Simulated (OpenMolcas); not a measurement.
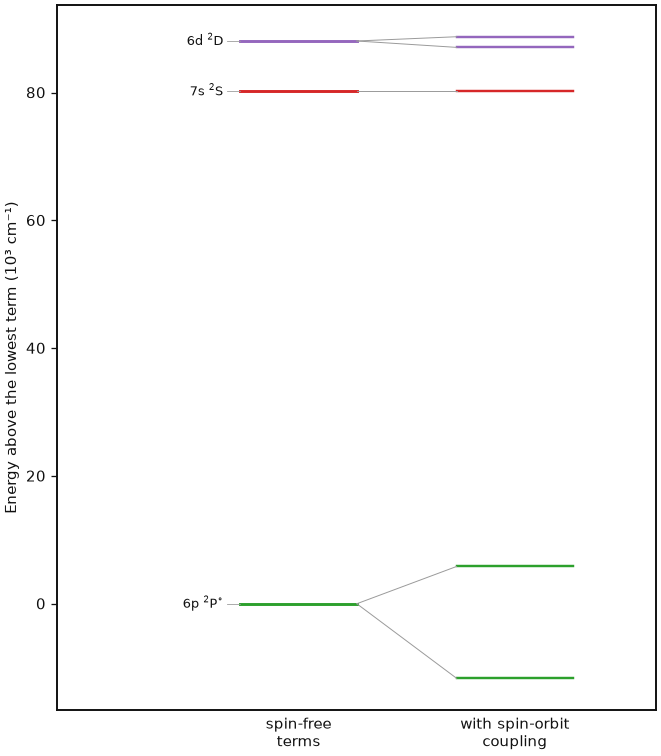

Figure 1. Terms of Bi²⁺ without and with spin-orbit coupling; the J values are left off. 6p ²P° (at 0) splits over 17,500 cm⁻¹ into J = 1/2, 3/2 from the bottom up (normal); 7s ²S (at 80,200 cm⁻¹) gives the one level J = 1/2; 6d ²D (at 88,100 cm⁻¹) splits over 1,670 cm⁻¹ into J = 3/2, 5/2 from the bottom up (normal). The ground level lies 11,700 cm⁻¹ below the lowest term.

# Bi²⁺: multiconfigurational calculation

- system: Bi²⁺.
- method: state-averaged SS-RASPT2, IPEA shift 0.25, imaginary shift 0.1 hartree, closed shells 5d 6s correlated, active space 1 electron in the shells 6p 6d 7s; RAS3 6d 7s with at most 1 electron, basis ANO-RCC-VQZP, DKH2 scalar Hamiltonian, spin-orbit coupling by RASSI with atomic mean-field integrals (OpenMolcas)

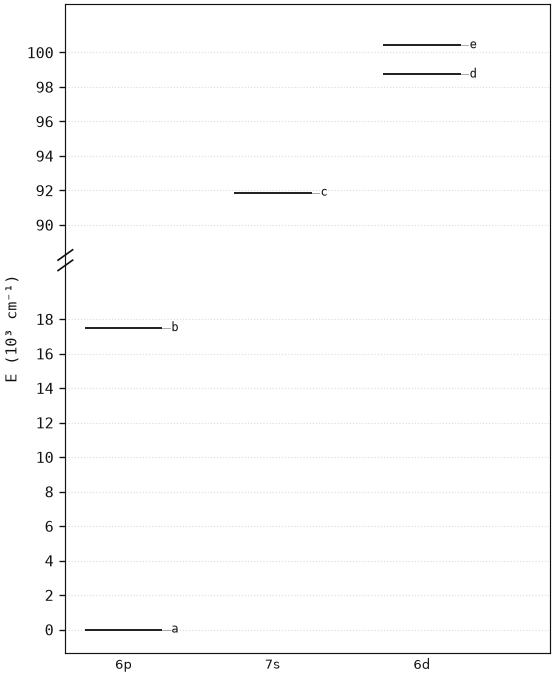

Figure 2. The lowest computed levels of Bi²⁺ (bismuth, Z = 83), 5 of them lettered. a: 6p ²P°₁/₂ at 0; b: 6p ²P°₃/₂ at 17,500 cm⁻¹; c: 7s ²S₁/₂ at 91,900 cm⁻¹; d: 6d ²D₃/₂ at 98,700 cm⁻¹; e: 6d ²D₅/₂ at 100,000 cm⁻¹.

Input and output of the run follow.

The input:
```
&GATEWAY
Coord
1

Bi 0.0 0.0 0.0
Basis=ANO-RCC-VQZP
Group=XYZ
NoMove
AngMom=0.0 0.0 0.0
AMFI
&SEWARD
&RASSCF
FileOrb=start.orb
Symmetry=2
Spin=2
nActEl=1 0 1
Inactive=21 19
Ras2=0 3
Ras3=6 0
CIRoot=3 3 1
SDav=3
CIMx=300
Iter=120 100
PrWF=0.3
OrbListing=Nothing
MaxOrb=0
Thrs=2.0e-7 1.0e-1 5.0e-4
Atom
>>> COPY $Project.JobIph JOB001
&RASSCF
FileOrb=start.orb
Symmetry=1
Spin=2
nActEl=1 0 1
Inactive=21 19
Ras2=0 3
Ras3=6 0
CIRoot=6 6 1
SDav=6
CIMx=300
Iter=120 100
PrWF=0.3
OrbListing=Nothing
MaxOrb=0
Thrs=2.0e-7 1.0e-1 5.0e-4
Atom
>>> COPY $Project.JobIph JOB002
&RASSI
NrOfJobIphs=2 3 6
1 2 3
1 2 3 4 5 6
IphNames
JOB001
JOB002
EJob
SpinOrbit
DIPRint=1.0
SOCoupling=1000.0
Subsets=2
MEES
Property=10
'ANGMOM' 1 'ANGMOM' 2 'ANGMOM' 3 'MLTPL  1' 1 'MLTPL  1' 2 'MLTPL  1' 3
'AMFI' 1 'AMFI' 2 'AMFI' 3 'MLTPL  2' 6
SOProperty=3
'ANGMOM' 1 'ANGMOM' 2 'ANGMOM' 3
>>> COPY JOB001 $Project.JobIph
&CASPT2
Multistate=3 1 2 3
Frozen=15 19
IPEA=0.25
Imaginary=0.1
MaxIter=60
WThr=0.0 0.3 0.05
PrWF=0.5
NoMix
>>> COPY JOB002 $Project.JobIph
&CASPT2
Multistate=6 1 2 3 4 5 6
Frozen=15 19
IPEA=0.25
Imaginary=0.1
MaxIter=60
WThr=0.0 0.3 0.05
PrWF=0.5
NoMix
```

The file start.orb holds starting orbitals from an earlier step. A driver script formed the levels outside the program, from RASSI's spin-orbit matrix and the CASPT2 energies (for multi-state variants, the effective Hamiltonian), averaged over the components of each term or state. The log and the time are those of the CASPT2 step.

The program's output (extracts):
```
--- CASPT2 ---
Orbital specifications:
      -----------------------

      Symmetry species                           1   2
                                                ag  au
      Frozen orbitals                           15  19
      Inactive orbitals                          6   0
      Active orbitals                            6   3
      Secondary orbitals                        39  30
      Deleted orbitals                           0   0
      Number of basis functions                 66  52
Type of calculation                        MS-CASPT2
      Fock operator                              state-specific
      IPEA shift                                 0.25
      Real shift                                 0.00
      Imaginary shift                            0.10
      The input orbitals will be transformed to quasi-canonical
Reference energy:      -21509.0157235542
      E2 (Non-variational):      -0.4677615198
      Shift correction:          -0.0002459194
      E2 (Variational):          -0.4680074392
      Total energy:          -21509.4837309934
      Residual norm:              0.0000009630
      Reference weight:           0.91734
      Contributions to the CASPT2 correlation energy
      Active & Virtual Only:         -0.0000000000
      One Inactive Excited:          -0.0438017598
      Two Inactive Excited:          -0.4239597599
Reference energy:      -21509.0157235542
      E2 (Non-variational):      -0.4677615198
      Shift correction:          -0.0002459194
      E2 (Variational):          -0.4680074392
      Total energy:          -21509.4837309934
      Residual norm:              0.0000009630
      Reference weight:           0.91734
      Contributions to the CASPT2 correlation energy
      Active & Virtual Only:         -0.0000000000
      One Inactive Excited:          -0.0438017598
      Two Inactive Excited:          -0.4239597599
::    CASPT2 Root  1     Total energy: -21509.48373099
::    CASPT2 Root  2     Total energy: -21509.48373099
::    CASPT2 Root  3     Total energy: -21509.48373099
::    MS-CASPT2 Root  1     Total energy: -21509.48373099
::    MS-CASPT2 Root  2     Total energy: -21509.48373099
::    MS-CASPT2 Root  3     Total energy: -21509.48373099
--- CASPT2 ---
Orbital specifications:
      -----------------------

      Symmetry species                           1   2
                                                ag  au
      Frozen orbitals                           15  19
      Inactive orbitals                          6   0
      Active orbitals                            6   3
      Secondary orbitals                        39  30
      Deleted orbitals                           0   0
      Number of basis functions                 66  52
Type of calculation                        MS-CASPT2
      Fock operator                              state-specific
      IPEA shift                                 0.25
      Real shift                                 0.00
      Imaginary shift                            0.10
      The input orbitals will be transformed to quasi-canonical
Reference energy:      -21508.6567360137
      E2 (Non-variational):      -0.4613342266
      Shift correction:          -0.0002815644
      E2 (Variational):          -0.4616157910
      Total energy:          -21509.1183518047
      Residual norm:              0.0000001267
      Reference weight:           0.91613
      Contributions to the CASPT2 correlation energy
      Active & Virtual Only:         -0.0000000000
      One Inactive Excited:          -0.0193908283
      Two Inactive Excited:          -0.4419433983
Reference energy:      -21508.6067278143
      E2 (Non-variational):      -0.4751799092
      Shift correction:          -0.0005241660
      E2 (Variational):          -0.4757040752
      Total energy:          -21509.0824318895
      Residual norm:              0.0000007146
      Reference weight:           0.90319
      Contributions to the CASPT2 correlation energy
      Active & Virtual Only:         -0.0000000000
      One Inactive Excited:          -0.0333310401
      Two Inactive Excited:          -0.4418488691
::    CASPT2 Root  1     Total energy: -21509.11835180
::    CASPT2 Root  2     Total energy: -21509.08243189
::    CASPT2 Root  3     Total energy: -21509.08243212
::    CASPT2 Root  4     Total energy: -21509.08243214
::    CASPT2 Root  5     Total energy: -21509.08243218
::    CASPT2 Root  6     Total energy: -21509.08243793
::    MS-CASPT2 Root  1     Total energy: -21509.11835186
::    MS-CASPT2 Root  2     Total energy: -21509.08243933
::    MS-CASPT2 Root  3     Total energy: -21509.08243398
::    MS-CASPT2 Root  4     Total energy: -21509.08243166
::    MS-CASPT2 Root  5     Total energy: -21509.08243120
::    MS-CASPT2 Root  6     Total energy: -21509.08243004
```

Spin-orbit levels, grouped by J and assigned:

| Configuration | Level | E (eV) | LS purity (%) | Landé g |
| --- | --- | --- | --- | --- |
| 6p | ²P°₁/₂ | 0 | 100 | 0.666 |
| 6p | ²P°₃/₂ | 2.171 | 100 | 1.334 |
| 7s | ²S₁/₂ | 11.39 | 100 | 2.002 |
| 6d | ²D₃/₂ | 12.24 | 100 | 0.800 |
| 6d | ²D₅/₂ | 12.45 | 100 | 1.200 |

Results in brief:

- outcome: converged
- lowest level: 6p ²P°₁/₂
- first excited level: 6p ²P°₃/₂, 17,511 cm⁻¹ (measured: 20,788)
- energy of the lowest spin-free term: −21509.48373 hartree
- energy of the lowest spin-orbit level: −21509.53692 hartree
- CASPT2 correlation energy: −0.4680 hartree
- largest spread among components of a term: 1.3 cm⁻¹
- lowest reference weight: 0.903
- hardware: 1 CPU thread, shared host
- wall time: 8.5 s

Remarks:

The run is of multi-state type; this report uses its single-state energies. Caveats: spin-orbit splittings of 6p ions too small; only configurations of the active space are included.
